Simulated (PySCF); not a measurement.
**BHOF2 (difluorohydroxyborane): TPSS/def2-SVPD**

What is the vertical singlet–triplet gap of BHOF2 (difluorohydroxyborane) at TPSS/def2-SVPD? The job is set up through a Python script.

The results are computed with PySCF 2.14.0.

2 further runs of the same task are left out: 1 that didn't finish, 1 set aside as unsound or not needed.

## (1) The molecule

BHOF2 has 5 atoms, charge 0, and is taken as a singlet. SMILES: `OB(F)F`. Geometry: relaxed at PBE0-D4/def2-TZVP.

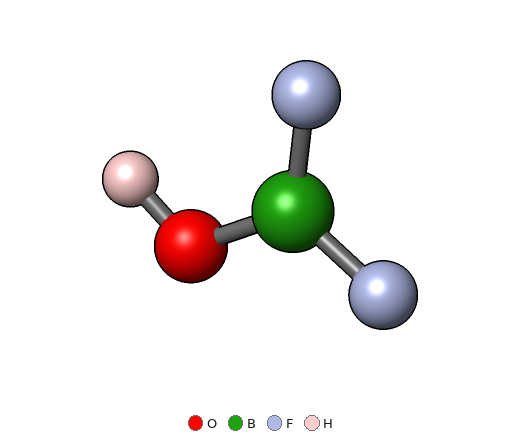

Viewed from a chosen angle; oxygen red, boron green, fluorine light blue, hydrogen pink.

## (2) A single-point energy at TPSS/def2-SVPD

run.py reads:

```python
# OB(F)F
from pyscf import gto, dft

mol = gto.M(
    atom='''
O      0.038630     1.000750     0.174310
B      0.105760    -0.342460     0.137210
F      0.731030    -0.986880     1.100700
F     -0.439530    -1.051930    -0.843330
H     -0.435890     1.380520    -0.568880
''',
    charge=0,
    basis='def2-svpd',
    verbose=3,
    max_memory=1860,
)

mf = dft.RKS(mol)
mf.xc = 'tpss'
mf.grids.level = 5
mf.conv_tol = 1e-10
mf.kernel()
if not mf.converged:
    mf = mf.newton().run(mf.mo_coeff, mf.mo_occ)

energy = mf.e_tot
print('E = %.10f Eh' % energy)
```

The run is started by

```bash
$ OMP_NUM_THREADS=1 python run.py
```

Output:

```text
converged SCF energy = -300.351882455141
E = -300.3518824551 Eh
```

It took 39 s on 1 thread of Arm Neoverse V1, shared host; peak memory 0.51 GiB.

## (3) The triplet

calc.py reads:

```python
from pyscf import gto, dft

mol = gto.M(
    atom=[
    ('O', (0.038630, 1.000750, 0.174310)),
    ('B', (0.105760, -0.342460, 0.137210)),
    ('F', (0.731030, -0.986880, 1.100700)),
    ('F', (-0.439530, -1.051930, -0.843330)),
    ('H', (-0.435890, 1.380520, -0.568880)),
],
    spin=2,
    charge=0,
    max_memory=1860,
    verbose=4,
    basis='def2-svpd',
)

mf = dft.UKS(mol)
mf.xc = 'tpss'
mf.conv_tol = 1e-10
mf.grids.level = 5
mf.kernel()
if not mf.converged:
    mf = mf.newton().run(mf.mo_coeff, mf.mo_occ)

energy = mf.e_tot
print(f'total energy: {energy:.8f} hartree')
```

The run is started by

```bash
$ OMP_NUM_THREADS=1 python calc.py
```

Output:

```text
PySCF version 2.14.0

[INPUT] num. atoms = 5
[INPUT] num. electrons = 32
[INPUT] charge = 0
[INPUT] spin (= nelec alpha-beta = 2S) = 2
[INPUT] symmetry False subgroup None
[INPUT] Mole.unit = angstrom
[INPUT] Symbol           X                Y                Z      unit          X                Y                Z       unit  Magmom
[INPUT]  1 O      0.038630000000   1.000750000000   0.174310000000 AA    0.073000120192   1.891143419158   0.329398160773 Bohr   0.0
[INPUT]  2 B      0.105760000000  -0.342460000000   0.137210000000 AA    0.199857434934  -0.647155608619   0.259289321552 Bohr   0.0
[INPUT]  3 F      0.731030000000  -0.986880000000   1.100700000000 AA    1.381446488841  -1.864932917811   2.080021545309 Bohr   0.0
[INPUT]  4 F     -0.439530000000  -1.051930000000  -0.843330000000 AA   -0.830591323530  -1.987859602214  -1.593662732629 Bohr   0.0
[INPUT]  5 H     -0.435890000000   1.380520000000  -0.568880000000 AA   -0.823712720437   2.608804709485  -1.075027397743 Bohr   0.0

nuclear repulsion = 112.725598770519
number of shells = 39
number of NR pGTOs = 139
number of NR cGTOs = 97
basis = def2-svpd
ecp = {}

******** <class 'pyscf.dft.uks.UKS'> ********
method = UKS
initial guess = minao
damping factor = 0
level_shift factor = 0
DIIS = <class 'pyscf.scf.diis.CDIIS'>
diis_start_cycle = 1
diis_space = 8
diis_damp = 0
SCF conv_tol = 1e-10
SCF conv_tol_grad = None
SCF max_cycles = 50
direct_scf = True
direct_scf_tol = 1e-13
number electrons alpha = 17  beta = 15
XC library pyscf.dft.libxc version 7.0.0
    S. Lehtola, C. Steigemann, M. J.T. Oliveira, and M. A.L. Marques.,  SoftwareX 7, 1–5 (2018)
XC functionals = tpss
[... 17 lines left out ...]
[... the frontier-level lines of each cycle are left out ...]
[... 5 lines left out ...]
[... 5 lines left out ...]
[... 5 lines left out ...]
[... 5 lines left out ...]
[... 5 lines left out ...]
[... 5 lines left out ...]
[... 5 lines left out ...]
[... 5 lines left out ...]
[... 5 lines left out ...]
[... 5 lines left out ...]
[... 5 lines left out ...]

cycle= 12 E= -300.030811983212  delta_E= -2.78e-06  |g|= 0.000711  |ddm|= 0.0195


cycle= 13 E= -300.03081196488  delta_E= 1.83e-08  |g|= 0.000887  |ddm|= 0.0159


cycle= 14 E= -300.030812259136  delta_E= -2.94e-07  |g|= 0.000282  |ddm|= 0.00381


cycle= 15 E= -300.030812299042  delta_E= -3.99e-08  |g|= 0.000474  |ddm|= 0.00636


cycle= 16 E= -300.030812282777  delta_E= 1.63e-08  |g|= 0.000395  |ddm|= 0.00245


cycle= 17 E= -300.030812248454  delta_E= 3.43e-08  |g|= 5.63e-05  |ddm|= 0.0103


cycle= 18 E= -300.030812248077  delta_E= 3.77e-10  |g|= 4.49e-05  |ddm|= 0.000522


cycle= 19 E= -300.030812247977  delta_E= 1e-10  |g|= 7.8e-06  |ddm|= 0.00143


Extra cycle  E= -300.030812247959  delta_E= 1.72e-11  |g|= 9.15e-06  |ddm|= 7.88e-05
converged SCF energy = -300.030812247959  <S^2> = 2.0026819  2S+1 = 3.0017874
total energy: -300.03081225 hartree
```

Run time: 1.7 min. Hardware: 1 thread of Arm Neoverse V1, shared host; peak memory 0.54 GiB.

## (4) What came out

At TPSS/def2-SVPD:

| quantity | value |
| --- | --- |
| singlet: total energy | -300.35188 Eh |
| singlet: dipole moment | 1.95 D |
| singlet: HOMO energy | -9.16 eV |
| singlet: LUMO energy | -0.71 eV |
| singlet: HOMO–LUMO gap | 8.45 eV |
| triplet: total energy | -300.03081 Eh |
| triplet: dipole moment | 1.72 D |
| triplet: HOMO energy (highest over α and β) | -2.36 eV |
| triplet: ⟨S²⟩ | 2.003 |
| vertical energy of the triplet above the singlet | 8.737 eV |

In words: At this shape the triplet lies 8.74 eV (843 kJ/mol) above the singlet.
